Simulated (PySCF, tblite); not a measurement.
# C7H11NOSi: geometry, infrared bands and NMR shifts

Wanted: the infrared bands and NMR shifts of C7H11NOSi (`C=C([SiH2]N)C(=O)CC#CC`), by calculation.

Programs: tblite 0.8.0 and PySCF 2.14.0, with density-fitted response routines of our own. Each step states its level of theory. These are calculated values for one molecule in the gas phase, unless marked as measured. Atoms count from 0, in the outputs and in this text.

## 1. Starting geometry

21 atoms, charge 0, multiplicity 1; geometry from: force field or distance geometry start.

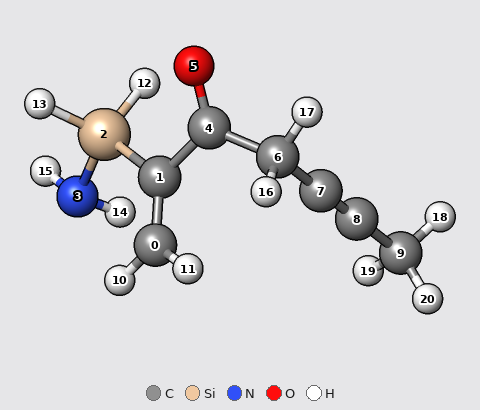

The starting geometry (carbon grey, silicon light orange, nitrogen blue, oxygen red, hydrogen white), atoms numbered.

## 2. Optimising the geometry with GFN2-xTB

Job settings and geometry (Å):

```
{"job": {"kind": "relax", "xc": "GFN2-xTB", "basis": "xTB"}, "charge": 0, "multiplicity": 1}
C      1.158500     1.166700    -0.810900
C      1.204200     0.481200     0.332700
Si     2.425000    -0.876800     0.678500
N      2.938300    -1.551900    -0.807300
C      0.274100     0.784700     1.487100
O      0.641800     0.617100     2.641300
C     -1.110700     1.344700     1.188800
C     -1.892900     0.477300     0.309100
C     -2.540700    -0.237500    -0.419100
C     -3.338000    -1.097300    -1.297400
H      1.826300     0.954300    -1.635500
H      0.441600     1.972400    -0.983200
H      1.804700    -2.010500     1.405300
H      3.645700    -0.392400     1.342600
H      2.154700    -2.054800    -1.208100
H      3.638300    -2.262100    -0.572500
H     -1.014300     2.356700     0.789300
H     -1.637400     1.433900     2.150700
H     -4.001500    -1.737300    -0.715200
H     -2.676700    -1.734900    -1.897300
H     -3.949800    -0.492400    -1.979300
```

Launch:

```
$ OMP_NUM_THREADS=1 python probes_run.py task.json out
```

This one command runs all jobs of the session in turn.

Log:

```text
step      E/eV     max force
  0    -794.96156    1.429
  1    -795.03043    1.326
  2    -795.04524    2.113
  3    -795.08561    0.801
  4    -795.11690    0.698
  5    -795.15124    0.762
  6    -795.18698    0.444
  7    -795.20403    0.345
  8    -795.22207    0.247
  9    -795.23179    0.190
 10    -795.24076    0.234
 11    -795.24862    0.237
 12    -795.25374    0.191
 13    -795.25634    0.140
 14    -795.25783    0.093
 15    -795.25909    0.087
 16    -795.26029    0.086
 17    -795.26140    0.080
 18    -795.26227    0.075
 19    -795.26298    0.063
 20    -795.26368    0.062
 21    -795.26436    0.064
 22    -795.26492    0.050
 23    -795.26536    0.044
 24    -795.26579    0.042
 25    -795.26624    0.060
 26    -795.26676    0.064
 27    -795.26734    0.071
 28    -795.26804    0.074
 29    -795.26876    0.068
 30    -795.26934    0.049
 31    -795.26976    0.046
 32    -795.27016    0.053
 33    -795.27063    0.061
 34    -795.27116    0.058
 35    -795.27161    0.043
 36    -795.27191    0.042
 37    -795.27221    0.042
 38    -795.27261    0.045
 39    -795.27309    0.048
 40    -795.27352    0.039
 41    -795.27385    0.036
 42    -795.27416    0.042
 43    -795.27457    0.046
 44    -795.27508    0.057
 45    -795.27558    0.071
 46    -795.27598    0.065
 47    -795.27629    0.046
 48    -795.27658    0.030
 49    -795.27681    0.031
 50    -795.27697    0.026
 51    -795.27712    0.030
 52    -795.27728    0.035
 53    -795.27747    0.035
 54    -795.27764    0.029
 55    -795.27778    0.029
 56    -795.27794    0.029
 57    -795.27813    0.033
 58    -795.27834    0.032
 59    -795.27850    0.030
 60    -795.27863    0.029
 61    -795.27876    0.030
 62    -795.27890    0.027
 63    -795.27904    0.027
 64    -795.27914    0.028
 65    -795.27923    0.026
 66    -795.27933    0.024
 67    -795.27944    0.030
 68    -795.27957    0.037
 69    -795.27969    0.036
 70    -795.27980    0.027
 71    -795.27992    0.027
 72    -795.28003    0.031
 73    -795.28014    0.036
 74    -795.28023    0.026
 75    -795.28030    0.017
 76    -795.28035    0.015
 77    -795.28039    0.020
 78    -795.28045    0.026
 79    -795.28052    0.023
 80    -795.28057    0.017
 81    -795.28060    0.012
 82    -795.28062    0.011
 83    -795.28065    0.013
 84    -795.28069    0.017
 85    -795.28073    0.012
 86    -795.28075    0.008
```

Wall time 1.4 s (1 thread of Arm Neoverse N1, shared host); peak memory 0.18 GiB.

Relaxation path: (not every step is listed)

```csv
step,energy from step 0 (eV),largest force (eV/Å)
0,0.0000,1.4287
1,-0.0689,1.3263
2,-0.0837,2.1132
3,-0.1241,0.8008
4,-0.1553,0.6977
5,-0.1897,0.7617
6,-0.2254,0.4444
7,-0.2425,0.3455
8,-0.2605,0.2475
15,-0.2975,0.0871
22,-0.3034,0.0505
29,-0.3072,0.0678
36,-0.3104,0.0420
43,-0.3130,0.0456
50,-0.3154,0.0258
57,-0.3166,0.0325
64,-0.3176,0.0278
71,-0.3184,0.0266
78,-0.3189,0.0259
81,-0.3190,0.0124
82,-0.3191,0.0107
83,-0.3191,0.0132
84,-0.3191,0.0167
85,-0.3192,0.0123
86,-0.3192,0.0083
```

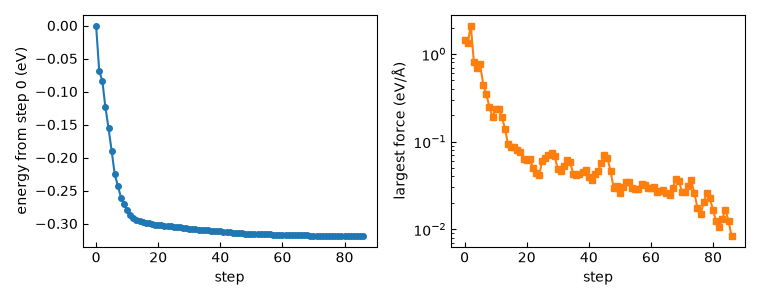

Energy and force, step by step.

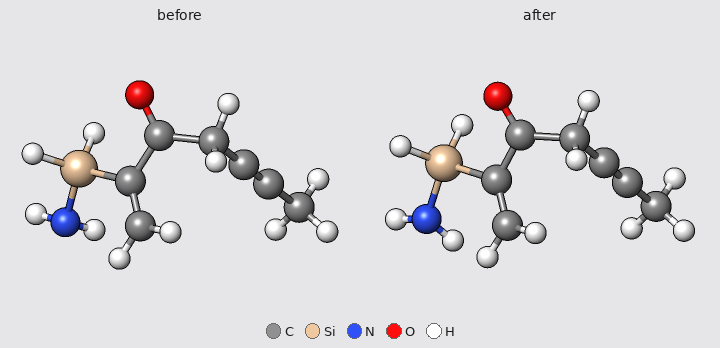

The geometry before (left) and after (right).

Close pairs (by a distance rule), those that changed most:

```csv
bond,before (Å),after (Å),change (Å)
C1–C4,1.513,1.466,-0.047
C1–Si2,1.859,1.896,+0.037
C8–C9,1.465,1.447,-0.018
N3–H15,1.024,1.006,-0.018
Si2–N3,1.711,1.727,+0.016
Si2–H12,1.483,1.469,-0.014
C6–C7,1.462,1.449,-0.013
Si2–H13,1.472,1.460,-0.012
```

The end geometry stands in the next job.

## 3. Harmonic vibrations with GFN2-xTB

Job settings and geometry (Å):

```
{"job": {"kind": "ir", "xc": "GFN2-xTB", "basis": "xTB"}, "charge": 0, "multiplicity": 1}
C      1.000060     0.992321    -0.877302
C      1.071195     0.382678     0.300858
Si     2.311084    -0.973412     0.766586
N      2.943511    -1.518182    -0.745359
C      0.292720     0.795981     1.472020
O      0.743426     0.640693     2.587475
C     -1.095235     1.376356     1.244296
C     -1.859669     0.536125     0.344494
C     -2.463628    -0.192377    -0.390617
C     -3.208731    -1.057389    -1.279317
H      1.630616     0.684390    -1.694816
H      0.345002     1.828322    -1.073948
H      1.601912    -1.982082     1.564293
H      3.456667    -0.419880     1.481951
H      2.300302    -1.784730    -1.473712
H      3.711434    -2.168092    -0.724481
H     -0.985346     2.377190     0.814012
H     -1.604862     1.466293     2.207297
H     -3.862017    -1.710923    -0.701876
H     -2.521105    -1.670173    -1.862026
H     -3.816257    -0.461786    -1.960298
```

Log:

```text
mode    cm-1     km/mol
  1     -20.6      0.02
  2      13.9      0.30
  3      31.1      1.88
  4      69.8      0.58
  5      81.0      1.57
  6     121.6      7.41
  7     187.6      6.09
  8     201.3      2.13
  9     215.8      5.80
 10     223.4     10.07
 11     270.4      2.98
 12     295.3      0.06
 13     306.2      0.13
 14     345.1      7.38
 15     417.0      3.34
 16     477.8     39.48
 17     517.3     17.47
 18     551.8     87.39
 19     577.3    209.94
 20     614.2     12.48
 21     644.4     14.57
 22     715.7    166.19
 23     725.4     10.12
 24     780.6    119.55
 25     817.9     19.35
 26     833.4    185.64
 27     853.8      3.09
 28     894.5    193.43
 29     910.6      9.55
 30     926.4     21.97
 31    1022.8      3.73
 32    1026.9      6.82
 33    1058.1     32.08
 34    1114.1     11.86
 35    1193.7     22.32
 36    1233.6    218.23
 37    1275.5     22.78
 38    1390.6      3.35
 39    1409.0      5.85
 40    1427.8      6.26
 41    1457.7      4.21
 42    1458.1      4.73
 43    1528.7     46.02
 44    1669.3     28.56
 45    1711.4    329.92
 46    2207.3    343.51
 47    2289.7    247.19
 48    2421.0      0.84
 49    2931.9     17.03
 50    2969.7     19.59
 51    3000.9     25.90
 52    3003.0     21.62
 53    3010.3     29.24
 54    3066.2     38.55
 55    3109.2     21.34
 56    3476.6      2.11
 57    3514.6      1.21
```

It took 1.8 s on 1 thread of Arm Neoverse N1, shared host; peak memory 0.18 GiB.

Which atoms move in the most intense modes:

```csv
cm⁻¹,km/mol,atoms
577,209.9,"H13 21 %, H12 17 %, H15 13 %, N3 10 %"
716,166.2,"H12 52 %, H13 24 %"
833,185.6,"H14 33 %, H15 26 %, N3 12 %"
894,193.4,"N3 40 %, Si2 35 %"
1234,218.2,"C4 37 %, C1 32 %, C6 11 %"
1711,329.9,"C4 61 %, O5 38 %"
2207,343.5,H12 95 %
2290,247.2,H13 96 %
```

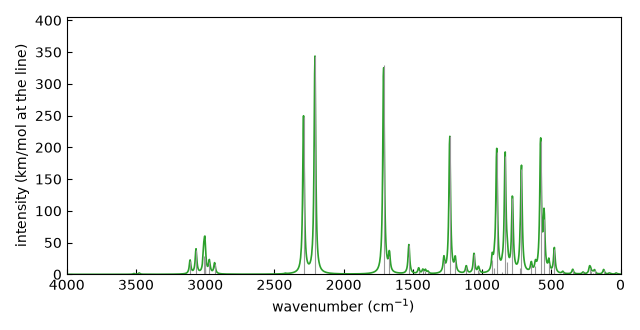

The infrared spectrum from these modes, unscaled. Lines are broadened to a width of 14 cm⁻¹ (Lorentzian).

## 4. NMR shieldings: PBE0/pcSseg-1

Same as in step 3 but for these lines:

```diff
@@ -1,2 +1,2 @@
-{"job": {"kind": "ir", "xc": "GFN2-xTB", "basis": "xTB"}, "charge": 0, "multiplicity": 1}
+{"job": {"kind": "nmr", "xc": "PBE0", "basis": "pcSseg-1"}, "charge": 0, "multiplicity": 1}
 C      1.000060     0.992321    -0.877302
```

With the program's defaults for keys left out, this is: GIAO PBE0/pcSseg-1 NMR shielding, non-relativistic, gas phase.

Log:

```text
coarse grid: 18200 points
cycle   1  E = -691.8785290989  dE =  1.412e+00  |g| = 8.963e-01  |ddm| = 4.668e+00
cycle   2  E = -691.4796720481  dE =  3.989e-01  |g| = 1.685e+00  |ddm| = 2.667e+00
cycle   3  E = -692.0290398230  dE = -5.494e-01  |g| = 2.859e-01  |ddm| = 2.057e+00
cycle   4  E = -692.0462928886  dE = -1.725e-02  |g| = 8.329e-02  |ddm| = 3.499e-01
cycle   5  E = -692.0474675967  dE = -1.175e-03  |g| = 3.957e-02  |ddm| = 9.732e-02
cycle   6  E = -692.0478024146  dE = -3.348e-04  |g| = 1.319e-02  |ddm| = 3.723e-02
cycle   7  E = -692.0478416168  dE = -3.920e-05  |g| = 3.941e-03  |ddm| = 1.315e-02
cycle   8  E = -692.0478449193  dE = -3.302e-06  |g| = 1.022e-03  |ddm| = 4.448e-03
final grid: 171680 points
cycle   9  E = -692.1155898196  dE = -2.703e-05  |g| = 1.380e-02  |ddm| = 4.667e-02
cycle  10  E = -692.1154945273  dE =  9.529e-05  |g| = 2.615e-02  |ddm| = 3.374e-02
cycle  11  E = -692.1156270273  dE = -1.325e-04  |g| = 3.352e-03  |ddm| = 2.416e-02
cycle  12  E = -692.1156292612  dE = -2.234e-06  |g| = 5.433e-04  |ddm| = 3.006e-03
cycle  13  E = -692.1156293127  dE = -5.157e-08  |g| = 2.833e-04  |ddm| = 6.886e-04
cycle  14  E = -692.1156293305  dE = -1.778e-08  |g| = 9.007e-05  |ddm| = 2.625e-04
cycle  15  E = -692.1156293323  dE = -1.758e-09  |g| = 2.131e-05  |ddm| = 8.627e-05
cycle  16  E = -692.1156293324  dE = -1.146e-10  |g| = 5.454e-06  |ddm| = 2.865e-05
converged SCF energy = -692.1156293324

GIAO shielding tensors (ppm)
atom      isotropic    diamagn.    paramagn.     s11        s22        s33       span
  0 C       41.684     256.645    -214.961    -84.505     37.925    171.633    256.138
  1 C       31.495     265.427    -233.932    -62.559     19.141    137.902    200.461
  2 Si     394.019     881.598    -487.579    359.092    383.378    439.588     80.496
  3 N      262.627     317.926     -55.299    229.347    261.295    297.240     67.893
  4 C      -20.847     251.515    -272.362   -100.615    -52.952     91.027    191.641
  5 O     -325.087     398.956    -724.043   -899.417   -388.874    313.031   1212.448
  6 C      153.704     254.735    -101.031    132.788    152.529    175.796     43.008
  7 C      104.640     267.943    -163.303     13.345     30.077    270.499    257.154
  8 C       97.647     269.447    -171.800     17.233     20.847    254.861    237.628
  9 C      182.043     254.368     -72.325    174.568    175.206    196.355     21.787
 10 H       24.873      32.789      -7.916     20.875     24.601     29.143      8.268
 11 H       24.846      34.027      -9.181     21.019     25.522     27.996      6.977
 12 H       26.730      31.206      -4.476     23.304     25.691     31.197      7.893
 13 H       26.662      29.336      -2.674     22.863     25.441     31.682      8.819
 14 H       31.829      34.428      -2.599     24.231     29.091     42.166     17.935
 15 H       31.593      28.411       3.181     23.775     27.079     43.925     20.151
 16 H       27.919      30.338      -2.419     25.311     26.453     31.995      6.684
 17 H       28.475      29.685      -1.210     24.259     27.587     33.578      9.318
 18 H       29.723      27.682       2.042     24.606     27.692     36.872     12.266
 19 H       29.864      34.181      -4.318     24.458     29.095     36.038     11.580
 20 H       29.756      27.369       2.387     24.631     27.815     36.822     12.191
```

It took 1.9 min on 1 thread of Arm Neoverse N1, shared host; peak memory 1.1 GiB.

Shifts follow as δ = σ(reference) − σ, with reference shieldings (ppm) from runs at the same level and on the same kind of geometry: ¹H TMS 31.72, ¹³C TMS 186.9, ²⁹Si TMS 349.2, ¹⁵N NH3 267.7, ¹⁷O H2O 336.1. The references are single molecules in the gas phase, so shifts against H2O, NH3, PH3, H3PO4 or CFCl3 are not on the usual liquid scales and can be off by tens of ppm. Atoms listed in one row are averaged.

```csv
atoms,environment,σ (ppm),δ (ppm),δ scaled to CDCl3
C4,ketone carbonyl carbon,-20.8,207.8,200.9
C1,α carbon of a C=C–C=O unit,31.5,155.4,149.8
C0,β carbon of a C=C–C=O unit,41.7,145.2,139.8
C8,alkyne carbon,97.6,89.3,85.2
C7,alkyne carbon,104.6,82.3,78.4
C6,sp3 CH2 α to a carbonyl,153.7,33.2,30.5
C9,propargylic methyl carbon,182.0,4.9,2.8
H11,hydrogen on a β carbon of a C=C–C=O unit,24.85,6.87,6.58
H10,hydrogen on a β carbon of a C=C–C=O unit,24.87,6.84,6.56
"H12, H13","hydrogen on a silicon bonded to C, N",26.70,5.02,–
"H16, H17",hydrogen on an sp3 CH2 α to a carbonyl,28.20,3.52,3.42
"H18, H19, H20",hydrogen on a propargylic methyl carbon,29.78,1.94,1.93
"H14, H15",hydrogen on a nitrogen bonded to Si,31.71,0.01,–
Si2,"silicon bonded to C, N, 2 H",394.0,-44.9,–
N3,"nitrogen bonded to Si, 2 H",262.6,5.1,–
O5,ketone oxygen,-325.1,661.2,–
```

The scaled column applies a straight-line fit of computed shieldings to shifts measured in CDCl3 (root-mean-square error 0.16 ppm for H, 1.9 ppm for C).

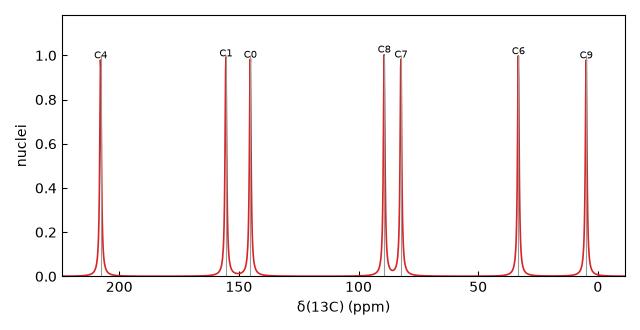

¹³C lines at the computed shifts, without couplings. Lines are broadened to a width of 0.81 ppm (Lorentzian).

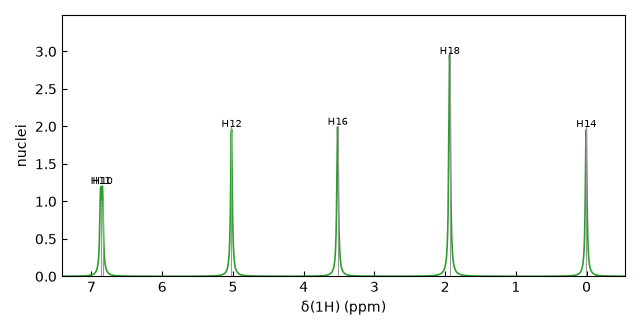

¹H lines at the computed shifts, without couplings. Lines are broadened to a width of 0.03 ppm (Lorentzian).

The run also stored atomic charges by several schemes (e):

```csv
atoms,Mulliken,IAO,Hirshfeld,ESP fit
C0,-0.02,-0.25,-0.06,-0.33
C1,-0.59,-0.32,-0.10,-0.23
Si2,0.83,0.90,0.35,0.70
N3,-0.63,-0.85,-0.32,-1.06
C4,0.31,0.39,0.16,0.63
O5,-0.36,-0.41,-0.21,-0.51
C6,-0.17,-0.32,-0.06,-0.28
C7,-0.07,-0.08,-0.07,-0.20
C8,-0.30,-0.05,-0.06,0.09
C9,-0.19,-0.44,-0.10,-0.53
```

IAO charges:

C0 -0.25; C1 -0.32; Si2 0.90; N3 -0.85; C4 0.39; O5 -0.41; C6 -0.32; C7 -0.08; C8 -0.05; C9 -0.44; H10 0.16; H11 0.15; H12 -0.16; H13 -0.13; H14 0.26; H15 0.26; H16 0.17; H17 0.19; H18 0.17; H19 0.17; H20 0.17

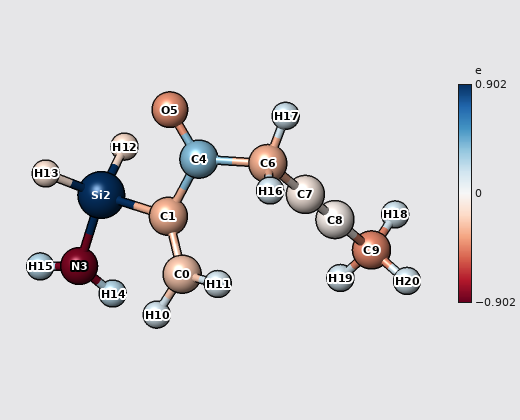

IAO charges, as colours on the atoms.

Mayer bond orders: C0–C1 1.92, C1–Si2 0.81, Si2–N3 1.02, C1–C4 0.99, C4–O5 1.95, C4–C6 1.01, C6–C7 1.07, C7–C8 2.64, C8–C9 1.23.

The fields below are evaluated on a grid from the run's orbitals.

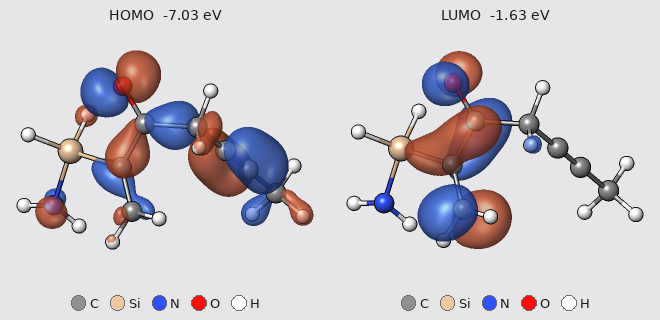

Frontier orbitals at PBE0/pcSseg-1; each surface holds 70 % of the orbital's density, blue and red mark the sign.

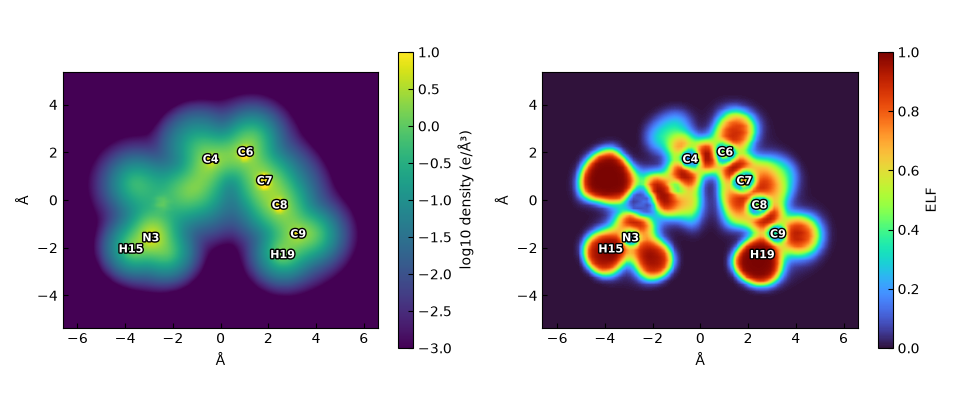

Density (left) and ELF (right) in a plane through or near 8 of the atoms.

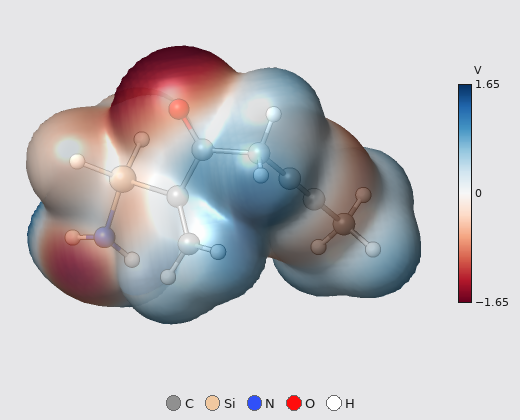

The potential that a unit positive charge feels on the 0.002 e/bohr³ surface, from -1.65 V near O5 to 1.48 V near H14.

## 5. What came out

| quantity | value |
| --- | --- |
| strongest single infrared mode (GFN2-xTB) | 2207 cm⁻¹, 344 km/mol |
| zero-point energy (GFN2-xTB) | 98.1 kcal/mol |
| ¹³C shifts against TMS (PBE0/pcSseg-1) | 207.8, 155.4, 145.2, 89.3, 82.3, 33.2, 4.9 ppm |
| ¹H shifts against TMS (PBE0/pcSseg-1, means over atoms taken as alike) | 6.87, 6.84, 5.02, 3.52, 1.94, 0.01 ppm |
| ²⁹Si shifts against TMS (PBE0/pcSseg-1) | -44.9 ppm |
| ¹⁵N shifts against NH3 (PBE0/pcSseg-1) | 5.1 ppm |
| ¹⁷O shifts against H2O (PBE0/pcSseg-1) | 661.2 ppm |
| surface potential, least and greatest | -1.65 V and 1.48 V |

**Reading.** Relaxing lowered the energy by 0.319 eV in 86 steps; the close pair that moved most is C1–C4, from 1.513 to 1.466 Å. The lowest mode is imaginary (21i cm⁻¹), so the xTB geometry is not a minimum. The strongest single mode, at 2207 cm⁻¹, moves mainly H12. Unscaled tight-binding wavenumbers are off by several per cent, some by more. Its intensities can rank the bands wrongly. At PBE0/pcSseg-1: The widest tensor belongs to O5: span 1212 ppm, with a paramagnetic part of -724 ppm. At PBE0/pcSseg-1, counted by nearest atom on the grid, the HOMO lies on O5 28 %; C8 19 %, the LUMO on C0, C4 about 23 % each; O5 19 %.
